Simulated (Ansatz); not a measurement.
Input

```
crystal:
  periodic: [false, false, false]
  atoms:
    - {symbol: C, position_ang: [-1.882037, -2.882506, -1.831320]}
    - {symbol: C, position_ang: [-0.725834, -2.122689, -1.205211]}
    - {symbol: C, position_ang: [-1.074669, -0.682512, -0.868536]}
    - {symbol: C, position_ang: [0.075080, 0.085026, -0.237574]}
    - {symbol: C, position_ang: [-0.286745, 1.522975, 0.098143]}
    - {symbol: C, position_ang: [0.858057, 2.363116, 0.648967]}
    - {symbol: C, position_ang: [1.372937, 1.920574, 2.015991]}
    - {symbol: C, position_ang: [2.257956, 0.710195, 1.988180]}
    - {symbol: O, position_ang: [2.236802, -0.180650, 2.792483]}
    - {symbol: H, position_ang: [-1.606737, -3.913504, -2.064670]}
    - {symbol: H, position_ang: [-2.208911, -2.407369, -2.760732]}
    - {symbol: H, position_ang: [-2.743313, -2.913233, -1.157923]}
    - {symbol: H, position_ang: [0.134434, -2.134974, -1.884655]}
    - {symbol: H, position_ang: [-0.397269, -2.635300, -0.293952]}
    - {symbol: H, position_ang: [-1.935609, -0.668060, -0.188293]}
    - {symbol: H, position_ang: [-1.401881, -0.164963, -1.779341]}
    - {symbol: H, position_ang: [0.934048, 0.076233, -0.920980]}
    - {symbol: H, position_ang: [0.396712, -0.446656, 0.664575]}
    - {symbol: H, position_ang: [-0.670235, 2.009798, -0.805842]}
    - {symbol: H, position_ang: [-1.114750, 1.529506, 0.817707]}
    - {symbol: H, position_ang: [0.528419, 3.402853, 0.725795]}
    - {symbol: H, position_ang: [1.690480, 2.363971, -0.066400]}
    - {symbol: H, position_ang: [2.003079, 2.720396, 2.430151]}
    - {symbol: H, position_ang: [0.562015, 1.749457, 2.728725]}
    - {symbol: H, position_ang: [2.997987, 0.698327, 1.154685]}
basis:
  gaussian: {orbitals: def2-TZVPP}
hamiltonian: {xc: pbe0, dispersion: d4}
output: {orbitals: {seedname: orbitals}}
```

Run with:

```sh
ansatz run in.yaml --threads 4 --pin off --events-out ev --progress --plain --max-ram 41984MiB --backend cuda --devices 0, --max-vram 37GiB
```

Geometry: PBE0-D4/def2-TZVP.

The calculation used RKS PBE0-D4/def2-TZVPP (Ansatz).

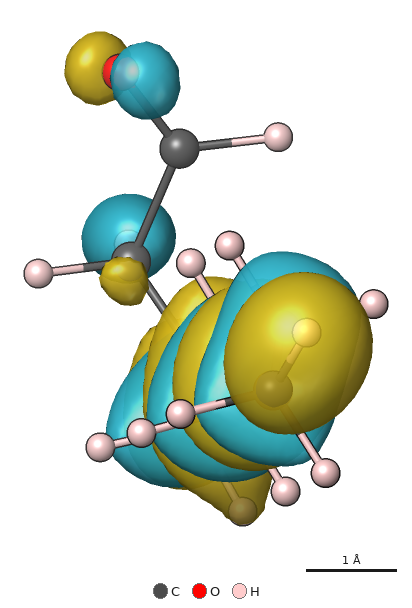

C₈H₁₆O. The HOMO−1 at ±0.1 Å⁻³ᐟ² (yellow and cyan are the two phases), seen at an oblique angle.

Where does this orbital lie, and at what energy?

It lies mainly on C3 (about 15 %), C4 (about 15 %), C2 (about 15 %), C5 (about 15 %), C1 (about 10 %) and C6 (about 10 %). Its energy is −8.85 eV.
